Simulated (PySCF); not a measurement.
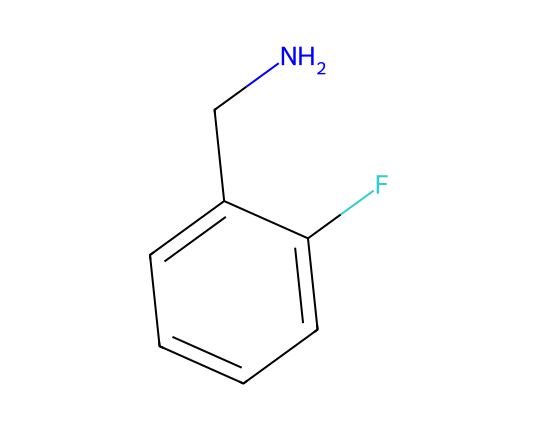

Structural formula above. The computed structure is the end point of a PBE0-D3(BJ)/def2-SVP optimisation. No frequency run is at hand to confirm it as a minimum.

Describe the 3D structure.

The molecule is C₇H₈FN. As SMILES it reads `NCc1ccccc1F`. Independent rings (smallest set): 1 of 6 members, 1 of them aromatic. Among its groups: primary amine, C–F bond. Coordination: 1 N trigonal pyramidal; 1 C tetrahedral; 6 C trigonal planar.

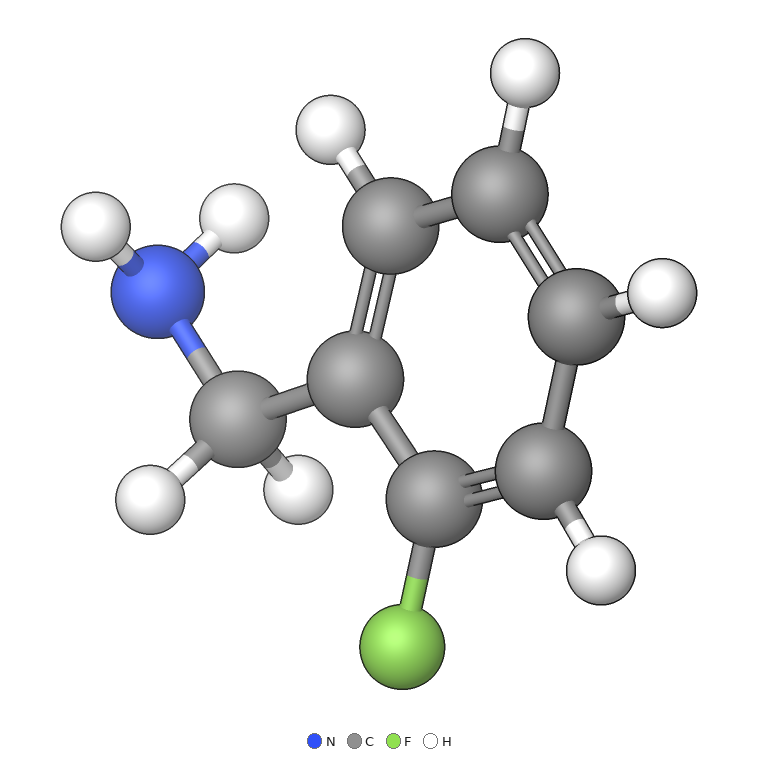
